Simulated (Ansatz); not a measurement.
# TiAl: lattice vibrations and screening

Aim: for TiAl, compute the phonons at Γ and, if it has a gap, its response to an electric field and read the electric field gradients at the nuclei.

Method: DFT PBEsol, scalar-relativistic, plane waves, PAW, in Ansatz 0.2.0.

## 1. The starting structure

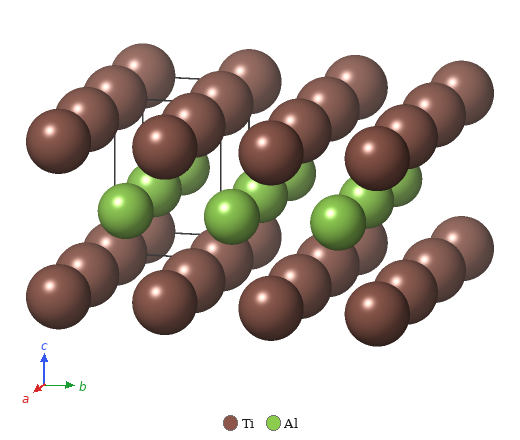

Start, viewed slightly off an axis; titanium brown, aluminium green. 3×3×1 cells are drawn. Atoms on the faces are drawn again on the opposite ones.

As a file:

```
Ti Al
1.0
     2.79672    0.00000    0.00000
     0.00000    2.79672    0.00000
     0.00000    0.00000    4.04227
Ti Al
1 1
Direct
  0.00000 0.00000 0.00000
  0.50000 0.50000 0.50000
```

It is the result of an earlier relaxation at this level (volume 15.81 Å³/atom; gap on the mesh: none (metal)).

## 2. Phonons at the zone centre

Input file input.yaml:

```yaml
crystal:
  lattice:
    - [2.7967181135, 0.0, 0.0]
    - [0.0, 2.7967181135, 0.0]
    - [0.0, 0.0, 4.0422699668]
  atoms:
    - { symbol: Ti, position: [0.0, 0.0, 0.0] }
    - { symbol: Al, position: [0.5, 0.5, 0.5] }
basis:
  ecutwfc: 420
kpoints:
  mp_grid: { grid: [14, 14, 10] }
hamiltonian:
  xc: pbesol
scf:
  occupations: { method: fermi_dirac, width: 0.15 }
output:
  eigenvalues: true
phonons:
  method: dfpt
  eigenvectors: true
```

Launch:

```console
$ ansatz run input.yaml --threads 1 --pin off --max-ram 2560MiB --backend cpu --events-out ev --progress --plain --runs-dir out
```

Log:

```text
Warning: RAYON_NUM_THREADS=1 ignored (pool sized by the plan → 1); use --threads N
zone centre: on kpoints.mp_grid the ground state, and the responses unless they are solved on pairs of k-points, stand on 384 of the mesh's 1960 k-points, reduced under 8 symmetry operations, with k and −k counted as one. Each operation leaves every solved displacement unchanged or reverses it
Engine: ansatz 0.2.0, x86_64-unknown-linux-gnu
Pseudopotentials: kind: paw
Pseudopotential: Ti, paw, valence charge 12, recommended cutoff 420 eV (normal), Ti.paw.azcp
Pseudopotential: Al, paw, valence charge 3, recommended cutoff 420 eV (normal), Al.paw.azcp
Functional definition: PBEsol
  exchange = pbesol_x
  correlation = pbesol_c
Crystal: 2 atoms, lattice volume = 31.617 Å³
Basis set: ecut = 420 eV, 617 PW (Γ), exchange–correlation on 40×40×60 points (8 copies of the dense FFT grid, shifted against one another)
Bands: 12, of which v1, the nominal top of the filled ones, is band 8 counted from 1 (7 counted from 0)
Symmetry: 16 space group operations
k-points: 384 of 1960 (irreducible under 8 space group operations)
Non-local potential: Ti, projectors of the file, l = 0: 3, l = 1: 2, l = 2: 3, l = 3: 1
Non-local potential: Al, projectors of the file, l = 0: 2, l = 1: 2, l = 2: 1
PAW form: soft (Blöchl's): semilocal exchange-correlation on the pseudo side does not see the compensation charge
PAW frozen core: Ti, regenerated for the run's functional, and the local potential with it (the file was generated under x = pbe(κ = 0.804, μ = 0.2195149727645171), c = pbe(β = 0.06672455060314922))
PAW frozen core: Al, regenerated for the run's functional, and the local potential with it (the file was generated under x = pbe(κ = 0.804, μ = 0.2195149727645171), c = pbe(β = 0.06672455060314922))
PAW one-centre angular grid: Ti, 590 points (default); XC on 64 Gauss nodes
PAW one-centre angular grid: Al, 110 points (default); XC on 64 Gauss nodes
Initial density: superposition of atomic densities (neutral atoms: chi_scale 0, normalization atom), corrected by the library's trained network
Initial wavefunctions: pseudopotential atomic-orbital guess
Functional: x = pbesol(κ = 0.804, μ = 0.12345679012345678), c = pbesol(β = 0.046)
SCF iter   1: F=—  HF=-2999.333063 eV  |F-HF|=—  |Δ(HF+E_count)|=         —  Δρ=3.78e-3  dr2=3.26e-3  ethr=1.77e-3  ⟨swp⟩=4.9  Hψ=22879  notcnv=0
preconditioner: auto → none  [metal: Δε(μ)=0.036 eV  Ē_g=5.414 eV  σ=0.150 eV  W_gap=0.06  n_scr=6 (ndim 8)  ℏωp=17.5 eV  f_vac=0.000  D(μ)=1.75/eV (n_scr^D=16)  sad-step TF]
SCF iter   2: F=—  HF=-2999.332215 eV  |F-HF|=—  |Δ(HF+E_count)|=   8.48e-4  Δρ=1.93e-3  dr2=1.51e-3  ethr=2.18e-5  ⟨swp⟩=1.8  Hψ=8949  notcnv=0
SCF iter   3: F=—  HF=-2999.331902 eV  |F-HF|=—  |Δ(HF+E_count)|=   3.14e-4  Δρ=3.54e-4  dr2=3.51e-5  ethr=1.00e-5  ⟨swp⟩=2.4  Hψ=6018  notcnv=0
SCF iter   4: F=—  HF=-2999.331893 eV  |F-HF|=—  |Δ(HF+E_count)|=   8.24e-6  Δρ=1.14e-4  dr2=4.89e-6  ethr=2.34e-7  ⟨swp⟩=2.1  Hψ=6257  notcnv=0
SCF iter   5: F=—  HF=-2999.331892 eV  |F-HF|=—  |Δ(HF+E_count)|=   1.24e-6  Δρ=1.57e-5  dr2=2.22e-8  ethr=3.26e-8  ⟨swp⟩=2.2  Hψ=5693  notcnv=0
SCF iter   6: F=—  HF=-2999.331892 eV  |F-HF|=—  |Δ(HF+E_count)|=   3.97e-7  Δρ=1.77e-6  dr2=4.00e-10  ethr=1.48e-10  ⟨swp⟩=1.7  Hψ=5557  notcnv=0
SCF iter   7: F=-2999.331892 eV  HF=-2999.331892 eV  |F-HF|=1.36e-12  |Δ(HF+E_count)|=  2.53e-10  Δρ=1.30e-7  dr2=3.41e-12  ethr=1.00e-12  ⟨swp⟩=3.2  Hψ=19586  notcnv=0
the search or the solves at the SCF's close seem to have found levels that the self-consistency loop had missed (the run counts 1). By its estimate they hold under 1e-12 electrons; where the run keeps them, the occupations were computed again with them
SCF 1 converged in 7 iterations: F = -2999.331892 eV  dr2 = 3.41e-12
DFPT response loops at Γ: preconditioner auto → Kerker (q_TF=auto, 2.409 Å⁻¹) (partly filled bands, converged f_vac=0.000); β = 1.00, the filter's whole step (`scf.mixing.beta` (0.50) is not read by the response loops under this deck's `scf.mixing.preconditioner`; to damp them name `kerker` or `kerker_dos`, under which they read `scf.mixing.beta`, and type it under 1.00, their step now; both keys bind the ground state too); Broyden in place of MSR1
SCF converged after 7 iterations
Free energy (F): -2999.331892 eV
Harris-Foulkes:  -2999.331892 eV  (|F-HF|=1.36e-12)
Internal energy: -2999.202465 eV  (E = F + TS)
E sigma→0 (E₀):  -2999.267179 eV
Entropy (-TS):   -0.129426 eV (-64.713 meV/atom)
Fermi energy:    11.252322 eV
--- Per-component energies (eV) ---
  E_band       = -159.506196
  E_kinetic    = 297.375091
  E_local      = -1066.068340  (includes V_loc(G=0)·N_el)
  E_nonlocal   = 20.604034
  E_hartree    = 457.675411
  E_xc         = -136.951920
  E_vxc        = -151.768004  (∫ρ·V_xc dr)
  E_paw        = -1477.937478  (= ΣΔE_a)
  E_vpaw       = -174.999860  (= ΣTr[D̂ρ^β])
  E_aug_tail   = 0.000117  (compensation charges beyond the density's cutoff)
  E_ewald      = -1094.057905
  E_core_change = 0.158523  (= ΣΔE_core)
  E_smearing   = -0.129426  (= −TS)
  E_closure    = 0.000000  (closes the sum)
  Σ components = -2999.331892   (vs F -2999.331892, Δ=0.00e0)
--- Band table (eV; the first three rows and the last of 384) ---
  k-point 0: bands = ["-45.0789", "-21.5759", "-21.1307", "-21.1307", "2.0803", "9.2831", "10.3409", "10.8708", "13.4666", "13.4666", "14.6236", "17.5722"]
  k-point 1: bands = ["-45.0788", "-21.5777", "-21.1307", "-21.1307", "2.1743", "8.8764", "10.3567", "11.0699", "13.4283", "13.4283", "14.6249", "17.8697"]
  k-point 2: bands = ["-45.0787", "-21.5827", "-21.1305", "-21.1305", "2.4473", "8.0249", "10.3987", "11.3847", "13.3323", "13.3323", "14.6284", "18.6403"]
  k-point 383: bands = ["-44.9478", "-21.5821", "-21.5821", "-21.4623", "8.6015", "8.9158", "8.9158", "13.1575", "13.4261", "13.9321", "15.4902", "15.4902"]
--- Phonons (Γ-DFPT): 4 representative perturbations + reference, on 384 of 1960 k-points (Σ response iterations 12) ---
  k mesh reduced under 8 symmetry operations, with k and −k counted as one. Each operation leaves every solved displacement unchanged or reverses it
  ASR residual: 2.745e-3 → 0.000e0 eV/Å²; symmetrization residual: 8.444e-6 eV/Å²
  ASR residual per site (eV/Å²): 2.74e-3 4.65e-5
  Γ frequencies (cm⁻¹): 0.00 0.00 0.00 268.55 268.55 312.27
  non-analytic LO–TO correction: not included (Born effective charges unavailable; polar crystals: no LO–TO splitting at Γ)
```

It took 33 s on 1 thread of Intel Xeon Platinum 8488C (Sapphire Rapids), shared host; peak memory 0.8 GiB.

The optical modes at Γ, the three translations left out (i: imaginary):

```tsv
cm⁻¹	meV	modes
269	33.3	2
312	38.7	1
```

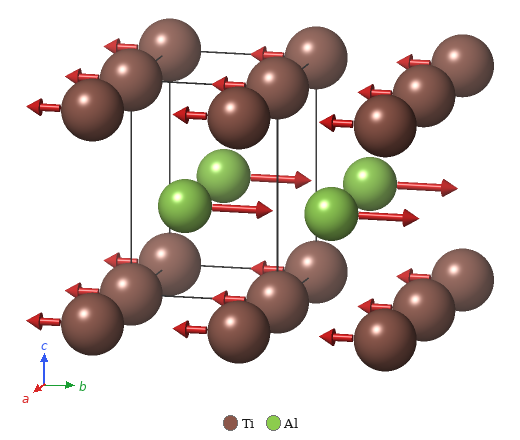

Displacements in the lowest optical mode (269 cm⁻¹), as red arrows in proportion to each atom's move. It is one member of a degenerate level, so its direction within the level is arbitrary.

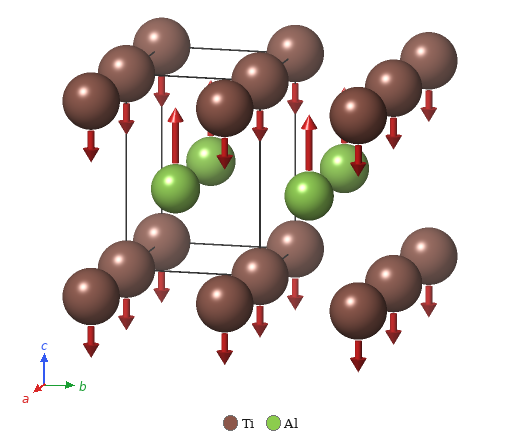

Displacements in the highest mode (312 cm⁻¹), as red arrows in proportion to each atom's move.

## 3. Field gradients

input.yaml, as its differences from that of step 2:

```diff
@@ -17,5 +17,11 @@
 output:
+  forces: true
+  stress: true
   eigenvalues: true
-phonons:
-  method: dfpt
-  eigenvectors: true
+  efg: {}
+checkpoint:
+  read: start.run
+  write: ck
+  compress: false
+  write_wavefunctions: false
+  write_every: 100000
```

Launch:

```console
$ ansatz run input.yaml --threads 1 --pin off --max-ram 2560MiB --backend cpu --events-out ev --progress --plain --runs-dir out
```

Log:

```text
Warning: RAYON_NUM_THREADS=1 ignored (pool sized by the plan → 1); use --threads N
[... 7 set-up lines as earlier in the session ...]
Crystal: 2 atoms, lattice volume = 31.617 Å³
Basis set: ecut = 420 eV, 617 PW (Γ), exchange–correlation on 40×40×60 points (8 copies of the dense FFT grid, shifted against one another)
Bands: 12, of which v1, the nominal top of the filled ones, is band 8 counted from 1 (7 counted from 0)
[... 1 set-up line as earlier in the session ...]
Space group: P4/mmm (ITA 123), of the structure as read, at distance tolerance 3.2e-5 Å
k-points: 216 of 1960
[... 7 set-up lines as earlier in the session ...]
Initial density: read from a saved state, or passed on in memory by an earlier SCF of this step, an earlier step, the calling program or the single point that the run made first
[... 2 set-up lines as earlier in the session ...]
iter 1 solved again at ethr=2.79e-9 eV; its pass at ethr=3.10e-3 eV (dr2=4.19e-7 eV) is discarded
SCF iter   1: F=—  HF=-2999.331892 eV  |F-HF|=—  |Δ(HF+E_count)|=         —  Δρ=6.04e-8  dr2=1.60e-12  ethr=2.79e-9  ⟨swp⟩=3.1  Hψ=20975  notcnv=0
eigensolver tolerance schedule: the retry pair's looser diagonalisation over-reported the residual by 261702.02 of it (diagonalisation noise at 0.31 of the residual, at the tolerance the schedule requests for it); recorded, not acted on — ethr = c·dr2/N_el stays at c = 1.0e-1
preconditioner: auto → none  [metal: Δε(μ)=0.025 eV  Ē_g=5.408 eV  σ=0.150 eV  W_gap=0.04  n_scr=6 (ndim 8)  ℏωp=17.5 eV  f_vac=0.000  D(μ)=1.77/eV (n_scr^D=20)]
iter 2 did not close the SCF: its close was put off for the readings that it lacked (scf_convergence_deferred on its scf_iter line)
SCF iter   2: F=-2999.331892 eV  HF=-2999.331892 eV  |F-HF|=9.09e-13  |Δ(HF+E_count)|=  3.82e-11  Δρ=3.59e-8  dr2=7.64e-13  ethr=1.00e-12  ⟨swp⟩=2.1  Hψ=3953  notcnv=0
iter 3 did not close the SCF: its close was put off for the readings that it lacked (scf_convergence_deferred on its scf_iter line)
SCF iter   3: F=-2999.331892 eV  HF=-2999.331892 eV  |F-HF|=1.36e-12  |Δ(HF+E_count)|=    0.00e0  Δρ=2.21e-8  dr2=2.43e-13  ethr=1.00e-12  ⟨swp⟩=1.0  Hψ=2592  notcnv=0
iter 4 did not close the SCF: its close was put off for the readings that it lacked (scf_convergence_deferred on its scf_iter line)
SCF iter   4: F=-2999.331892 eV  HF=-2999.331892 eV  |F-HF|=9.09e-13  |Δ(HF+E_count)|=    0.00e0  Δρ=1.47e-8  dr2=9.79e-14  ethr=1.00e-12  ⟨swp⟩=1.0  Hψ=2592  notcnv=0
iter 5 did not close the SCF: its close was put off for the readings that it lacked (scf_convergence_deferred on its scf_iter line)
SCF iter   5: F=-2999.331892 eV  HF=-2999.331892 eV  |F-HF|=0.00e0  |Δ(HF+E_count)|=    0.00e0  Δρ=1.00e-8  dr2=4.36e-14  ethr=1.00e-12  ⟨swp⟩=1.0  Hψ=2592  notcnv=0
SCF iter   6: F=-2999.331892 eV  HF=-2999.331892 eV  |F-HF|=9.09e-13  |Δ(HF+E_count)|=    0.00e0  Δρ=5.70e-9  dr2=1.37e-14  ethr=1.00e-12  ⟨swp⟩=1.0  Hψ=6048  notcnv=0
SCF 1 converged in 6 iterations: F = -2999.331892 eV  dr2 = 1.37e-14
SCF converged after 6 iterations
Free energy (F): -2999.331892 eV
Harris-Foulkes:  -2999.331892 eV  (|F-HF|=9.09e-13)
Internal energy: -2999.202465 eV  (E = F + TS)
E sigma→0 (E₀):  -2999.267179 eV
Entropy (-TS):   -0.129426 eV (-64.713 meV/atom)
Fermi energy:    11.252323 eV
--- Per-component energies (eV) ---
  E_band       = -159.506184
  E_kinetic    = 297.375085
  E_local      = -1066.068299  (includes V_loc(G=0)·N_el)
  E_nonlocal   = 20.604027
  E_hartree    = 457.675379
  E_xc         = -136.951921
  E_vxc        = -151.768005  (∫ρ·V_xc dr)
  E_paw        = -1477.937472  (= ΣΔE_a)
  E_vpaw       = -174.999872  (= ΣTr[D̂ρ^β])
  E_aug_tail   = 0.000117  (compensation charges beyond the density's cutoff)
  E_ewald      = -1094.057905
  E_core_change = 0.158523  (= ΣΔE_core)
  E_smearing   = -0.129426  (= −TS)
  E_closure    = 0.000000  (closes the sum)
  Σ components = -2999.331892   (vs F -2999.331892, Δ=0.00e0)
--- Forces (eV/Å), atoms counted from 1 ---
  atom   1  Ti     0.00000000     0.00000000     0.00000000
  atom   2  Al     0.00000000    -0.00000000     0.00000000
  max |Σ_I F_I| component: 4.93e-32 eV/Å
--- Stress (GPa, compression-positive) ---
       -0.001829       0.000000       0.000000
        0.000000      -0.001829       0.000000
        0.000000       0.000000       0.004405
  P = ⅓ Tr σ = 0.0002 GPa (0.002 kbar)
--- PAW observables at the nuclei: V_zz in 10²¹ V/m², potentials from the cell's mean, atoms counted from 1 ---
  atom   1  Ti V_zz =    +2.300420   η = 0.0000   by run symmetry: allowed
            electrostatic potential = -2529.865271 V   contact ρ = none
  atom   2  Al V_zz =    -2.384606   η = 0.0000   by run symmetry: allowed
            electrostatic potential = -1233.509575 V   contact ρ = none
--- Band table (eV; the first three rows and the last of 216) ---
  k-point 0: bands = ["-45.0789", "-21.5759", "-21.1307", "-21.1307", "2.0803", "9.2831", "10.3409", "10.8708", "13.4666", "13.4666", "14.6236", "17.5722"]
  k-point 1: bands = ["-45.0788", "-21.5777", "-21.1307", "-21.1307", "2.1743", "8.8764", "10.3567", "11.0699", "13.4283", "13.4283", "14.6249", "17.8697"]
  k-point 2: bands = ["-45.0787", "-21.5827", "-21.1305", "-21.1305", "2.4473", "8.0249", "10.3987", "11.3847", "13.3323", "13.3323", "14.6284", "18.6403"]
  k-point 215: bands = ["-44.9478", "-21.5821", "-21.5821", "-21.4623", "8.6015", "8.9158", "8.9158", "13.1575", "13.4261", "13.9321", "15.4902", "15.4902"]
```

It took 3.5 s on 1 thread of Intel Xeon Platinum 8488C (Sapphire Rapids), shared host; peak memory 0.44 GiB.

Field gradients at the distinct sites:

```tsv
atom	V_zz (10²¹ V/m²)	η
Ti1	2.30	0.00
Al2	-2.38	0.00
```

## 4. Outcome

| quantity | value |
| --- | --- |
| optical modes at Γ | 269 to 312 cm⁻¹ |
| largest V_zz, in size | 2.38 ×10²¹ V/m² at Al |

No zone-centre mode is imaginary. That tests stability at Γ alone. The largest field gradient is at Al2 (-2.38 ×10²¹ V/m²); where the nucleus has a quadrupole moment, the product sets the coupling seen in NMR or NQR. η is zero at all sites: each lies on an axis of threefold or higher symmetry, or has no gradient. In a metal such response values depend on mesh and smearing, which were not converged here.
